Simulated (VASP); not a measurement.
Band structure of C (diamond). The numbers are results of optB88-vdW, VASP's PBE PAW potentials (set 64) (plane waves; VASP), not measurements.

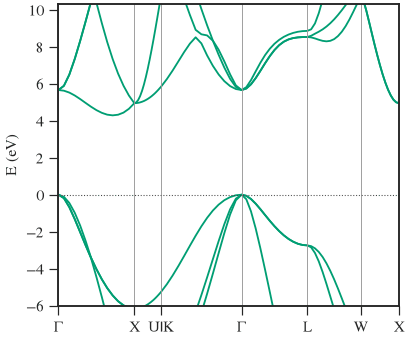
*Bands along high-symmetry lines, zero at the valence-band maximum or, without a gap, the Fermi level*

Problem. Read the plot: is there a gap, and where are the band edges?

Solution. The gap is indirect, 4.29 eV, from the valence maximum at Γ to the conduction minimum at Γ-X at 0.71. (Edges off the drawn lines would not show.)

The compound is C in the diamond structure. It was relaxed first.
